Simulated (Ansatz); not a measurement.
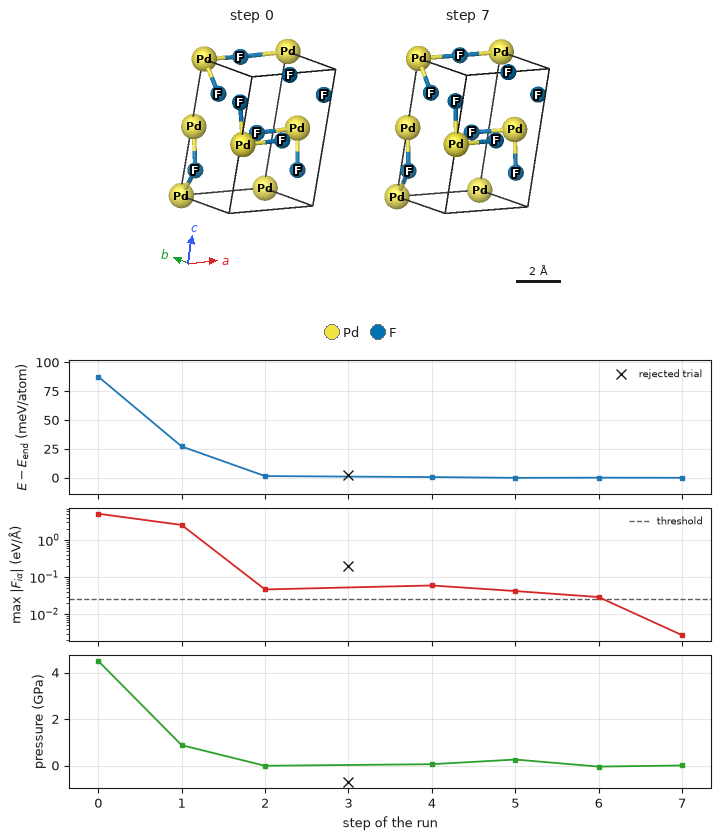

First and last geometry of a relaxation of solid Pd₃F₇ (a generated structure, set up in P1) (coarse preliminary run), with the history of the run. Style: ball-and-stick. Shown: the cell of the calculation, slightly off an axis.

The calculation used DFT PBE, scalar-relativistic, plane waves, PAW (Ansatz).

The input:
```yaml
crystal:
  lattice:
    - [0.0725398372, -0.058503321, 4.0921107106]
    - [-5.80731589, -0.0885487687, -0.1044549579]
    - [2.8005626654, -6.6667523595, 0.1503094662]
  atoms:
    - { symbol: Pd, position: [0.0094311309, 0.9873316482, 0.9998644496] }
    - { symbol: Pd, position: [0.03173917, 1.0065876104, 0.5017849907] }
    - { symbol: Pd, position: [-0.0178113111, 0.5164023581, 0.5023118634] }
    - { symbol: F, position: [0.4492577222, 0.9952276716, 0.9902275546] }
    - { symbol: F, position: [0.0339481915, 0.8400980829, 0.2032919001] }
    - { symbol: F, position: [-0.0059628421, 0.1362482188, 0.7950103568] }
    - { symbol: F, position: [0.0364387643, 0.6460805849, 0.7886783362] }
    - { symbol: F, position: [-0.0383294439, 0.3475448483, 0.2186932107] }
    - { symbol: F, position: [0.5116790942, 1.024407777, 0.5028039705] }
    - { symbol: F, position: [0.4896095238, 0.5000711998, 0.4973333672] }
basis:
  ecutwfc: 420
kpoints:
  mp_grid: { grid: [6, 4, 4] }
hamiltonian:
  xc: pbe
scf:
  occupations: { method: gaussian, width: 0.2 }
  lower_state_search: "off"
output:
  forces: true
  stress: true
  eigenvalues: true
relax:
  adjacent_minimum: "off"
  f_tol: 0.025
  max_steps: 60
  cell: { stress_tol: 0.25 }
```

Run as
```bash
ansatz run input.yaml --threads 1 --pin off --max-ram 2560MiB --backend cpu --events-out ev --progress --plain --runs-dir out
```

Question: What do the curves and the structures tell?

Answer: The run was cut off at its time limit before the program reported convergence, but its last step already meets the force threshold: the largest component is 0.0027 eV/Å against 0.025 eV/Å. The pressure is within 0.01 GPa of its target. The atom that moves furthest relative to the cell is F4 (0.22 Å roughly along [3 0 1]). Largest moves by element: F 0.22 Å, Pd 0.15 Å. The drawn cell changes as follows: a 4.093 → 4.053 Å (−1.0 %), b 5.809 → 5.847 Å (+0.7 %), c 7.233 → 7.349 Å (+1.6 %), α 111.9° → 112.9°, β 87.7° → 89.2°, γ 92.0° → 91.1°; the volume changes by +0.7 %. Some distances before and after: Pd1–F4 2.299 → 2.027 Å, Pd1–F4 (another image) 1.798 → 2.027 Å, Pd2–F9 2.134 → 2.037 Å, Pd1–F8 2.110 → 2.022 Å. Among the angles between lasting bonds that change: F7–Pd3–F10 99.2° → 90.2°, F7–Pd3–F10 82.6° → 90.4°, F7–Pd3–F8 171.8° → 179.5°. The space group stays P1 (No. 1). Over 6 accepted moves (7 points after the start) the energy falls by 87.7 meV per atom. The largest force component goes from 5.2 to 0.0027 eV/Å. The pressure goes from 4.50 to 0.00 GPa. The line search rejected the trial step at point 3 of the run. The run took 9.7 min on 1 thread of Arm Neoverse V1, with other jobs on the host, peak memory 0.66 GiB.

```json
{"step": "0", "E − E(0), meV/atom": "0.00", "largest force component, eV/Å": "5.1523", "pressure, GPa": "4.50", "volume, Å³/atom": "15.936", "note": ""}
{"step": "1", "E − E(0), meV/atom": "-60.55", "largest force component, eV/Å": "2.5637", "pressure, GPa": "0.88", "volume, Å³/atom": "16.241", "note": ""}
{"step": "2", "E − E(0), meV/atom": "-86.24", "largest force component, eV/Å": "0.0465", "pressure, GPa": "-0.01", "volume, Å³/atom": "16.080", "note": ""}
{"step": "3", "E − E(0), meV/atom": "-84.94", "largest force component, eV/Å": "0.2034", "pressure, GPa": "-0.73", "volume, Å³/atom": "16.098", "note": "rejected"}
{"step": "4", "E − E(0), meV/atom": "-87.13", "largest force component, eV/Å": "0.0596", "pressure, GPa": "0.06", "volume, Å³/atom": "16.025", "note": ""}
{"step": "5", "E − E(0), meV/atom": "-87.78", "largest force component, eV/Å": "0.0421", "pressure, GPa": "0.26", "volume, Å³/atom": "15.988", "note": ""}
{"step": "6", "E − E(0), meV/atom": "-87.64", "largest force component, eV/Å": "0.0290", "pressure, GPa": "-0.05", "volume, Å³/atom": "16.052", "note": ""}
{"step": "7", "E − E(0), meV/atom": "-87.73", "largest force component, eV/Å": "0.0027", "pressure, GPa": "0.00", "volume, Å³/atom": "16.043", "note": ""}
```
